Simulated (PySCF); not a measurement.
## CH7NSi: one change and its effect

System: CH7NSi.
Method of the first run: GIAO PBE0/STO-3G NMR shielding, non-relativistic, gas phase (PySCF 2.14.0).

The geometry comes from this level: PBE0-D3(BJ)/def2-SVP. Text and figures count atoms from 1; the logs count them from 0 in places.

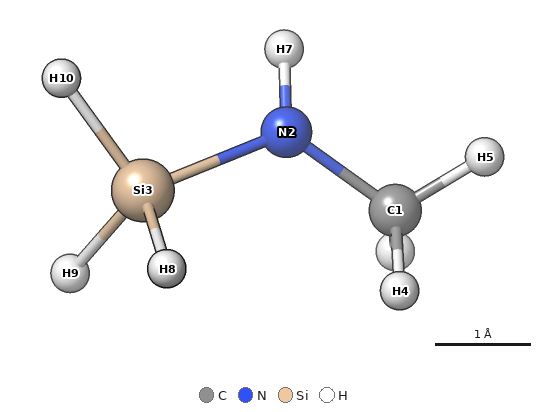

**Figure 1.** The structure as given in the input (ball-and-stick view, seen at a tilt; atoms are numbered from 1 in the order of the input).

**The input, the first run**
```
{"job": {"kind": "nmr", "xc": "PBE0", "basis": "STO-3G", "pop": true}, "charge": 0, "multiplicity": 1}
C     -1.333892    -0.108755     0.043676
N     -0.102541     0.642302     0.016793
Si     1.471681    -0.072336     0.091603
H     -1.198465    -1.067068    -0.483209
H     -2.141710     0.428317    -0.481302
H     -1.700215    -0.348285     1.061742
H     -0.193107     1.594445     0.352816
H      1.585034    -1.103225    -0.986534
H      1.818759    -0.762409     1.382451
H      2.461782     1.027049    -0.115400
```

The first line tells a small driver script what to run in PySCF; the rest is the geometry in Å.

Launched with:
```bash
OMP_NUM_THREADS=1 python <driver script> task.json out
```

Hardware: 1 CPU thread, shared host.

**Output (the first run)**
```
coarse grid: 8112 points
cycle   1  E = -381.7410876071  dE = -9.763e-02  |g| = 3.857e-01  |ddm| = 3.529e+00
cycle   2  E = -381.7445545134  dE = -3.467e-03  |g| = 3.828e-01  |ddm| = 1.052e+00
cycle   3  E = -381.7883625250  dE = -4.381e-02  |g| = 1.589e-02  |ddm| = 5.479e-01
cycle   4  E = -381.7884559193  dE = -9.339e-05  |g| = 4.902e-03  |ddm| = 3.556e-02
cycle   5  E = -381.7884650488  dE = -9.130e-06  |g| = 6.056e-04  |ddm| = 8.745e-03
final grid: 71736 points
cycle   6  E = -381.7699087500  dE = -3.873e-06  |g| = 2.756e-03  |ddm| = 9.531e-03
cycle   7  E = -381.7699093364  dE = -5.864e-07  |g| = 2.438e-03  |ddm| = 7.487e-03
cycle   8  E = -381.7699112217  dE = -1.885e-06  |g| = 1.254e-04  |ddm| = 3.547e-03
cycle   9  E = -381.7699112269  dE = -5.124e-09  |g| = 1.960e-05  |ddm| = 2.016e-04
cycle  10  E = -381.7699112270  dE = -1.137e-10  |g| = 4.276e-06  |ddm| = 3.023e-05
converged SCF energy = -381.7699112270

GIAO shielding tensors (ppm)
atom      isotropic    diamagn.    paramagn.     s11        s22        s33       span
  0 C      199.025     244.557     -45.532    180.856    186.016    230.204     49.348
  1 N      339.985     311.393      28.592    291.240    311.537    417.178    125.938
  2 Si     570.366     867.756    -297.390    527.894    545.203    638.001    110.106
  3 H       31.614      31.378       0.236     26.310     29.737     38.796     12.486
  4 H       31.114      29.688       1.426     26.373     27.887     39.083     12.710
  5 H       31.509      30.305       1.205     27.228     28.459     38.841     11.614
  6 H       35.316      31.655       3.661     23.466     32.624     49.857     26.391
  7 H       30.471      31.374      -0.903     26.436     28.202     36.774     10.338
  8 H       30.488      30.964      -0.476     26.698     27.935     36.831     10.133
  9 H       30.509      30.549      -0.040     26.546     27.986     36.996     10.450
```

For the second run the input was changed thus:
```diff
-"basis": "STO-3G"
+"basis": "6-31G"
```

How does the second run compare with the first run?

The total energy of the second run is 2799.4 kcal/mol lower, which measures the change of basis and not a stability. The HOMO goes from −3.30 to −6.29 eV. The LUMO goes from 7.99 to 1.04 eV. The dipole moment goes from 0.61 to 1.10 D. Of all shieldings, the largest change is that of Si3, by −99.5 ppm. The SCF takes 11 iterations against 10. The basis functions go from 26 to 45.

**Output (the second run)**
```
coarse grid: 8112 points
cycle   1  E = -386.2373210769  dE =  4.022e-02  |g| = 3.391e-01  |ddm| = 2.621e+00
cycle   2  E = -386.2103576867  dE =  2.696e-02  |g| = 4.818e-01  |ddm| = 8.321e-01
cycle   3  E = -386.2649310260  dE = -5.457e-02  |g| = 3.034e-02  |ddm| = 5.156e-01
cycle   4  E = -386.2651264192  dE = -1.954e-04  |g| = 1.377e-02  |ddm| = 4.333e-02
cycle   5  E = -386.2651747753  dE = -4.836e-05  |g| = 1.692e-03  |ddm| = 1.282e-02
cycle   6  E = -386.2651757083  dE = -9.330e-07  |g| = 2.939e-04  |ddm| = 2.837e-03
final grid: 71736 points
cycle   7  E = -386.2310868885  dE = -4.212e-06  |g| = 5.464e-03  |ddm| = 1.050e-02
cycle   8  E = -386.2310813377  dE =  5.551e-06  |g| = 7.338e-03  |ddm| = 1.242e-02
cycle   9  E = -386.2310943782  dE = -1.304e-05  |g| = 6.188e-04  |ddm| = 7.210e-03
cycle  10  E = -386.2310944682  dE = -8.998e-08  |g| = 5.395e-05  |ddm| = 5.305e-04
cycle  11  E = -386.2310944689  dE = -7.465e-10  |g| = 1.395e-05  |ddm| = 8.307e-05
converged SCF energy = -386.2310944689

GIAO shielding tensors (ppm)
atom      isotropic    diamagn.    paramagn.     s11        s22        s33       span
  0 C      167.373     241.634     -74.261    145.833    155.969    200.319     54.486
  1 N      275.755     323.297     -47.542    238.655    263.802    324.808     86.153
  2 Si     470.867     880.191    -409.323    424.875    443.391    544.336    119.461
  3 H       30.284      28.699       1.584     25.722     28.778     36.352     10.631
  4 H       29.826      28.553       1.273     24.842     27.529     37.106     12.265
  5 H       30.019      28.327       1.692     24.950     27.993     37.115     12.165
  6 H       34.230      32.070       2.159     23.279     31.952     47.457     24.178
  7 H       28.025      28.888      -0.863     24.090     26.542     33.442      9.352
  8 H       27.836      28.529      -0.693     23.664     25.891     33.952     10.289
  9 H       28.081      29.054      -0.973     24.179     26.245     33.817      9.638
```

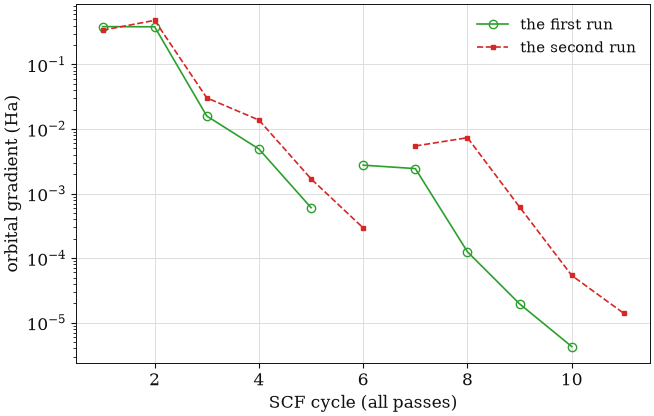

**Figure 2.** Convergence of the two runs: orbital gradient against the SCF cycle. A break in a curve parts two SCF passes (coarse and final grid). The first run takes 10 cycles in all, and the second run takes 11.

**The two runs side by side**

| quantity | the first run | the second run |
| --- | --- | --- |
| outcome | converged | converged |
| total energy (hartree) | −381.769911 | −386.231094 |
| HOMO (eV) | −3.30 | −6.29 |
| LUMO (eV) | 7.99 | 1.04 |
| dipole moment (D) | 0.61 | 1.10 |
| shielding of C1 (ppm) | 199.0 | 167.4 |
| shielding of N2 (ppm) | 340.0 | 275.8 |
| shielding of Si3 (ppm) | 570.4 | 470.9 |
| shielding of H6 (ppm) | 31.5 | 30.0 |
| shielding of H8 (ppm) | 30.5 | 28.0 |
| shielding of H9 (ppm) | 30.5 | 27.8 |
| shielding of H10 (ppm) | 30.5 | 28.1 |
| SCF iterations | 10 | 11 |
| basis functions | 26 | 45 |
| wall time (shared host) | 1.4 s | 2.7 s |
